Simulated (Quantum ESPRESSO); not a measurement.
# Magnetic state of NiO from several starts, part 2 of 2

Aim: find out which collinear order of NiO costs least.

Quantum ESPRESSO 7.5; PBE; plane waves with GBRV 1.5 PBE potentials, no spin-orbit coupling.

So far, absolute magnetization (μB): step 2 (start 1: ferro +) 1.33.

### Step 4. Start 3: antiferro q=(0,0,1/2) +−

The cell is doubled to 4 atoms to hold this order.

Input file pw.in:

```
&CONTROL
  calculation = 'scf'
  prefix = 'pwscf'
  outdir = './tmp'
  pseudo_dir = './pseudo'
  disk_io = 'nowf'
/
&SYSTEM
  ibrav = 0
  nat = 4
  ntyp = 3
  ecutwfc = 40
  ecutrho = 280
  nbnd = 33
  occupations = 'smearing'
  smearing = 'fd'
  degauss = 0.00734986
  nspin = 2
  starting_magnetization(1) = 0.1111
  starting_magnetization(2) = -0.1111
  starting_magnetization(3) = 0
/
&ELECTRONS
  conv_thr = 8d-09
  electron_maxstep = 150
  mixing_beta = 0.3
/
ATOMIC_SPECIES
Ni1    58.6934 ni_pbe_v1.4.uspp.F.UPF
Ni2    58.6934 ni_pbe_v1.4.uspp.F.UPF
O      15.9990 o_pbe_v1.2.uspp.F.UPF
CELL_PARAMETERS bohr
   0.0000000000    3.9417828252    3.9417828252
   3.9417828252    0.0000000000    3.9417828252
   7.8835656503    7.8835656503    0.0000000000
ATOMIC_POSITIONS crystal
Ni1     0.0000000000    0.0000000000    0.0000000000
Ni2     0.0000000000    0.0000000000    0.5000000000
O       0.5000000000    0.5000000000    0.2500000000
O       0.5000000000    0.5000000000    0.7500000000
K_POINTS automatic
8 8 4 0 0 0
```

The run is started by

```
> OMP_NUM_THREADS=1 mpirun -n 2 pw.x -nk 2 -in pw.in > pw.out
```

The program printed:

```text
     [... lines left out ...]
Program PWSCF v.7.5 starts
     [... lines left out ...]
     number of atoms/cell      =            4
     [... lines left out ...]
     number of electrons       =        48.00
     number of Kohn-Sham states=           33
     kinetic-energy cutoff     =      40.0000  Ry
     charge density cutoff     =     280.0000  Ry
     scf convergence threshold =      8.0E-09
     [... lines left out ...]
     12 Sym. Ops., with inversion, found
     [... lines left out ...]
     number of k points=    35  Fermi-Dirac smearing, width (Ry)=  0.0073
     [... lines left out ...]
     iteration # 14     ecut=    40.00 Ry     beta= 0.30
     [... lines left out ...]
     Magnetic moment per site  (integrated on atomic sphere of radius R)
     atom   1 (R=0.292)  charge= 15.6803  magn=  1.3347
     atom   2 (R=0.292)  charge= 15.6803  magn= -1.3346
     atom   3 (R=0.292)  charge=  5.6618  magn= -0.0000
     atom   4 (R=0.292)  charge=  5.6618  magn= -0.0000
     [... lines left out ...]
     the Fermi energy is    14.3897 ev
!    total energy              =    -751.03768208 Ry
     estimated scf accuracy    <          5.1E-09 Ry
     smearing contrib. (-TS)   =      -0.00051356 Ry
     [... lines left out ...]
     total magnetization       =     0.00 Bohr mag/cell
     absolute magnetization    =     2.96 Bohr mag/cell
     convergence has been achieved in  14 iterations
```

Elapsed: 28 s, on 2 MPI ranks of Arm Neoverse V2, shared host; peak memory 0.22 GiB.

Spin moment in the atom's sphere by atom:

| atom | spin moment in the atom's sphere (μB) |
| --- | --- |
| Ni1 | 1.33 |
| Ni2 | -1.33 |
| O3 | 0.00 |
| O4 | 0.00 |

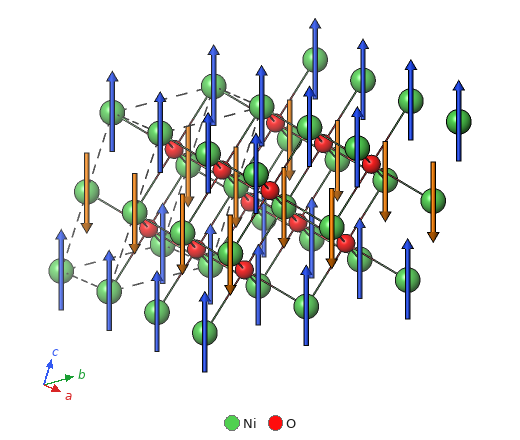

Spin moment in the atom's sphere as arrows, the longest 1.33 μB. Up and down stand for the sign. Arrows give size and sign along the axis of quantisation, drawn up and down the page. The two directions have two colours. Bonds to atoms that aren't drawn are left out. 3×2×1 cells are drawn. Some periodic images of atoms are drawn too.

Read from the output:

```yaml
smearing_term_ts: 0.006987 eV
magnetization: 0 μB
absolute_magnetization: 2.955 μB
final_state: antiferromagnetic
```

### Step 5. Run 4, typed as no spin polarisation

Input file pw.in:

```
&CONTROL
  calculation = 'scf'
  prefix = 'pwscf'
  outdir = './tmp'
  pseudo_dir = './pseudo'
  disk_io = 'nowf'
/
&SYSTEM
  ibrav = 0
  nat = 2
  ntyp = 2
  ecutwfc = 40
  ecutrho = 280
  nbnd = 19
  occupations = 'smearing'
  smearing = 'fd'
  degauss = 0.00734986
/
&ELECTRONS
  conv_thr = 4d-09
  electron_maxstep = 150
  mixing_beta = 0.3
/
ATOMIC_SPECIES
Ni     58.6934 ni_pbe_v1.4.uspp.F.UPF
O      15.9990 o_pbe_v1.2.uspp.F.UPF
CELL_PARAMETERS bohr
   0.0000000000    3.9417828252    3.9417828252
   3.9417828252    0.0000000000    3.9417828252
   3.9417828252    3.9417828252    0.0000000000
ATOMIC_POSITIONS crystal
Ni      0.0000000000    0.0000000000    0.0000000000
O       0.5000000000    0.5000000000    0.5000000000
K_POINTS automatic
8 8 8 0 0 0
```

The program printed:

```text
     [... lines left out ...]
Program PWSCF v.7.5 starts
     [... lines left out ...]
     number of atoms/cell      =            2
     [... lines left out ...]
     number of electrons       =        24.00
     number of Kohn-Sham states=           19
     kinetic-energy cutoff     =      40.0000  Ry
     charge density cutoff     =     280.0000  Ry
     scf convergence threshold =      4.0E-09
     [... lines left out ...]
     48 Sym. Ops., with inversion, found
     [... lines left out ...]
     number of k points=    29  Fermi-Dirac smearing, width (Ry)=  0.0073
     [... lines left out ...]
     iteration # 12     ecut=    40.00 Ry     beta= 0.30
     [... lines left out ...]
     the Fermi energy is    14.3324 ev
!    total energy              =    -375.49816097 Ry
     estimated scf accuracy    <          1.6E-09 Ry
     smearing contrib. (-TS)   =      -0.00539586 Ry
     [... lines left out ...]
     convergence has been achieved in  12 iterations
```

The job ended after 3.6 s (2 MPI ranks; peak memory 0.13 GiB; 7.2 s of CPU time).

Read from the output:

```yaml
smearing_term_ts: 0.07341 eV
final_state: non-magnetic (no spin polarisation)
```

### Step 6. What a mistake does

As a test, an input with a fault in it is run.

Input file pw.in:

```
&CONTROL
  calculation = 'scf'
  prefix = 'pwscf'
  outdir = './tmp'
  pseudo_dir = './pseudo'
  disk_io = 'nowf'
/
&SYSTEM
  ibrav = 0
  nat = 2
  ntyp = 2
  ecutwfc = 16
  ecutrho = 280
  nbnd = 20
  occupations = 'smearing'
  smearing = 'fd'
  degauss = 0.00734986
  nspin = 2
  starting_magnetization(1) = 0.1111
  starting_magnetization(2) = 0
/
&ELECTRONS
  conv_thr = 4d-09
  electron_maxstep = 50
  mixing_beta = 0.3
/
ATOMIC_SPECIES
Ni     58.6934 ni_pbe_v1.4.uspp.F.UPF
O      15.9990 o_pbe_v1.2.uspp.F.UPF
CELL_PARAMETERS angstrom
   0.0000000000    2.0859016414    2.0859016414
   2.0859016414    0.0000000000    2.0859016414
   2.0859016414    2.0859016414    0.0000000000
ATOMIC_POSITIONS crystal
Ni      0.0000000000    0.0000000000    0.0000000000
O       0.5000000000    0.5000000000    0.5000000000
K_POINTS automatic
8 8 8 0 0 0
```

The program printed:

```text
[banner, memory and clock lines left out]
Program PWSCF v.7.5 starts

     Message from routine setup:
     using ibrav=0 with symmetry is DISCOURAGED, use correct ibrav instead

     bravais-lattice index     =            0
     lattice parameter (alat)  =       5.5745  a.u.
     unit-cell volume          =     122.4921 (a.u.)^3
     number of atoms/cell      =            2
     number of atomic types    =            2
     number of electrons       =        24.00
     number of Kohn-Sham states=           20
     kinetic-energy cutoff     =      16.0000  Ry
     charge density cutoff     =     280.0000  Ry
     scf convergence threshold =      4.0E-09
     mixing beta               =       0.3000
     number of iterations used =            8  plain     mixing
     Exchange-correlation= SLA  PW   PBE  PBE
                           (   1   4   3   4   0   0   0)

     [... lines left out ...]
     PseudoPot. # 1 for Ni read from file:
     ni_pbe_v1.4.uspp.F.UPF
     Pseudo is Ultrasoft + core correction, Zval = 18.0

     PseudoPot. # 2 for O  read from file:
     o_pbe_v1.2.uspp.F.UPF
     Pseudo is Ultrasoft + core correction, Zval =  6.0

     atomic species   valence    mass     pseudopotential
     Ni               18.00    58.69340     Ni( 1.00)
     O                 6.00    15.99900     O ( 1.00)

     Starting magnetic structure
     atomic species   magnetization
     Ni              0.111
     O               0.000

     48 Sym. Ops., with inversion, found

   Cartesian axes

     site n.     atom                  positions (alat units)
         1        Ni     tau(   1) = (   0.0000000   0.0000000   0.0000000  )
         2        O      tau(   2) = (   0.7071068   0.7071068   0.7071068  )

     number of k points=    29  Fermi-Dirac smearing, width (Ry)=  0.0073

     Dense  grid:     9721 G-vectors     FFT dimensions: (  30,  30,  30)

     Smooth grid:     1067 G-vectors     FFT dimensions: (  15,  15,  15)

     Check: negative core charge=   -0.000014
     Generating pointlists ...
     new r_m :   0.2917 (alat units)  1.6260 (a.u.) for type    1
     new r_m :   0.2917 (alat units)  1.6260 (a.u.) for type    2

     Initial potential from superposition of free atoms

     starting charge      22.0000, renormalised to      24.0000
     Starting wfcs are   17 randomized atomic wfcs +    3 random wfcs

     Self-consistent Calculation

     iteration #  1     ecut=    16.00 Ry     beta= 0.30
     Davidson diagonalization with overlap
     ethr =  1.00E-02,  avg # of iterations =  5.0

     total energy              =    -355.85381481 Ry
     estimated scf accuracy    <      46.42053846 Ry

     total magnetization       =     0.69 Bohr mag/cell
     absolute magnetization    =     0.69 Bohr mag/cell

     [... further iterations left out ...]

     iteration # 16     ecut=    16.00 Ry     beta= 0.30
     Davidson diagonalization with overlap
     ethr =  5.25E-11,  avg # of iterations =  2.0

     Magnetic moment per site  (integrated on atomic sphere of radius R)
     atom   1 (R=0.292)  charge= 15.9099  magn= -0.0000
     atom   2 (R=0.292)  charge=  5.6888  magn=  0.0000

     End of self-consistent calculation

     [... lines left out ...]
     the Fermi energy is    13.9797 ev

!    total energy              =    -363.26296994 Ry
     estimated scf accuracy    <          2.4E-09 Ry
     smearing contrib. (-TS)   =      -0.00491611 Ry
     internal energy E=F+TS    =    -363.25805383 Ry

     The total energy is F=E-TS. E is the sum of the following terms:
     one-electron contribution =    -184.20281199 Ry
     hartree contribution      =      99.97410280 Ry
     xc contribution           =     -39.80603713 Ry
     ewald contribution        =    -239.22330751 Ry

     total magnetization       =    -0.00 Bohr mag/cell
     absolute magnetization    =     0.00 Bohr mag/cell

     convergence has been achieved in  16 iterations
```

It took 3.2 s on 2 MPI ranks; peak memory 0.13 GiB.

The run converged, but its input is faulty, so its numbers are not to be trusted.

The fault in the input: a cutoff far too low.

Side by side:

| quantity | this run | same start on sound input | difference |
| --- | --- | --- | --- |
| largest moment (μB) | 0 | 1.0988 | -1.10 |
| magnetization (μB) | 0 | 1.325 | -1.32 |
| absolute magnetization (μB) | 0 | 1.335 | -1.33 |

The two runs differ clearly in the largest moment: 0 μB against 1.10 μB.

### Step 7. Energies of the orders

An order is kept where moments of 0.15 μB or more survive with the typed signs; meshes match where a doubled cell samples the same k points as the first cell.

Orders:

| start | final state | typed order kept | energy over the lowest (meV a seeded atom) | largest site moment (μB) | net moment (μB a cell of the first run) | mesh matched | CPU time (s) |
| --- | --- | --- | --- | --- | --- | --- | --- |
| ferro + | ferromagnetic | yes | 239.8 | 1.099 | 1.325 | yes | 16.24 |
| antiferro q=(0,1/2,1/2) +- | antiferromagnetic | yes | 257.7 | 0.7604 | 0 | yes | 119.9 |
| antiferro q=(0,0,1/2) +- | antiferromagnetic | yes | 0 | 1.335 | 0 | yes | 55.16 |
| no spin polarisation | non-magnetic | - | 281.4 | 0 | 0 | yes | 7.15 |

### Step 8. Outcome

```json
{
 "lowest state found": "antiferromagnetic (from antiferro q=(0,0,1/2) +-)",
 "largest site moment": "1.33 μB",
 "next state with moments": "ferromagnetic, 240 meV a seeded atom higher",
 "state without moments": "281 meV a seeded atom higher"
}
```

**Reading.** Only these 4 starts were compared; other wavevectors, canted and longer-period orders were not. Energies are free energies at an electronic temperature of 1160 K, which lowers moments and differences where the moments are itinerant. No Hubbard term acts here. In such compounds local and semilocal functionals without one often delocalise the d electrons, and can shrink or lose moments and miss the size, sign and order of the couplings.

[Logs and program files are shortened in this print: banners, set-up blocks, solver, clock and traceback lines can be left out without a mark of their own.]

[Logs are printed without paths, hosts, clocks, repeated set-up lines and the standing remarks that a program may print on its own settings, such as how far it seeks lower states.]

[Hosts, paths, dates, database ids (printed as entryN), source tags and the programs' standing remarks are cut or masked in the printed files.]

[Where a cell is said to come from a database of computed structures, the database is the Materials Project.]
